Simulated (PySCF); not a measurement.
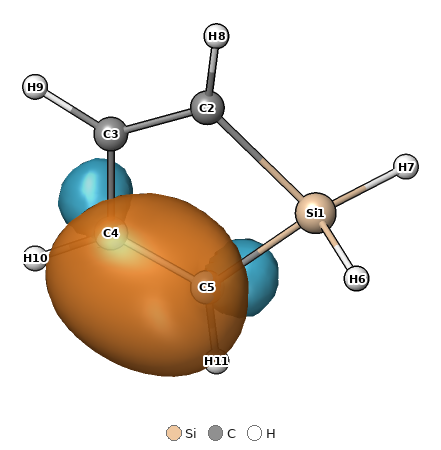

Figure 1: C₄H₆Si, SMILES `[SiH2]1C=CC=C1`. Foster–Boys orbitals, occupied; each surface holds about 85 % of the orbital's density. Energies are diagonal elements of the Fock matrix.

PySCF calculation, M06-2X/def2-TZVP, gas phase; geometry: GFN2-xTB. No frequency check shows the geometry to be a minimum.

The calculation's input:

```python
import numpy as np
from pyscf import gto, scf, dft, lo
from pyscf.data.elements import chemcore

def solve(mol, dm0=None, hcore=None):
    mf = (dft.UKS if mol.spin else dft.RKS)(mol, xc='m062x')
    mf.grids.level = 3
    mf = mf.density_fit(auxbasis='def2-universal-jkfit')
    mf.conv_tol, mf.max_cycle = 1e-8, 80
    if hcore is not None:
        mf.get_hcore = lambda *args: hcore
    mf.kernel(dm0)
    if not mf.converged:
        mf = mf.newton().run(mf.mo_coeff, mf.mo_occ, max_cycle=30)
    assert mf.converged, 'SCF not converged'
    return mf

mol = gto.M(atom='''
Si     1.24067    -0.00009     0.00003
C     -0.10763     1.31966     0.00000
C     -1.30804     0.72853     0.00012
C     -1.30831    -0.72817    -0.00010
C     -0.10812    -1.31975    -0.00005
H      2.05567    -0.00125     1.21570
H      2.05560     0.00035    -1.21587
H      0.00625     2.39092     0.00021
H     -2.24965     1.26116    -0.00021
H     -2.25012    -1.26046     0.00027
H      0.00537    -2.39105    -0.00027
''', basis='def2-tzvp', charge=0, spin=0, verbose=4)
mf = solve(mol)
occ_all = mf.mo_coeff[:, mf.mo_occ > 0]
occ = occ_all[:, chemcore(mol):]
bo = lo.Boys(mol, occ)
loc = bo.kernel()
for _ in range(5):
    new, stable = bo.stability(return_status=True)
    if stable:
        break
    loc = bo.kernel(new)
fock, s = mf.get_fock(), mf.get_ovlp()
ortho = lo.orth_ao(mol, 'meta_lowdin')
labels = mol.ao_labels(fmt=None)
vir = loc[:, :0]
both = np.hstack([loc, vir])
p = (ortho.T @ s @ both) ** 2
pop = np.array([p[[l[0] == a for l in labels]].sum(0) for a in range(mol.natm)])
spd = np.array([[p[[l[0] == a and l[2][-1] == k for l in labels]].sum(0) for k in 'spd'] for a in range(mol.natm)])
eps = np.einsum('pi,pq,qi->i', both, fock, both)
for i in np.argsort(eps):
    top = np.argsort(-pop[:, i])[:3]
    print('%3d %s %9.4f Eh ' % (i + 1, 'occ' if i < loc.shape[1] else 'vir', eps[i]), '  '.join('%s%d %.3f' % (mol.atom_symbol(a), a + 1, pop[a, i]) for a in top))
np.savez('result.npz', c=both, nocc=loc.shape[1], pop=pop, spd=spd, eps=eps, e=mf.e_tot)
```

Run with:

```sh
OMP_NUM_THREADS=1 python input.py
```

The run took 69 s on 1 thread of Arm Neoverse V2, on a shared host, peak memory 0.84 GiB.

What does this orbital represent?

Answer. Bent (banana) bond C5–C4 (C5 49 %, C4 48 %; −14.3 eV).

How do all the valence pairs divide up?

Answer. 13 pairs: 9 σ bonds and 4 bent bonds.
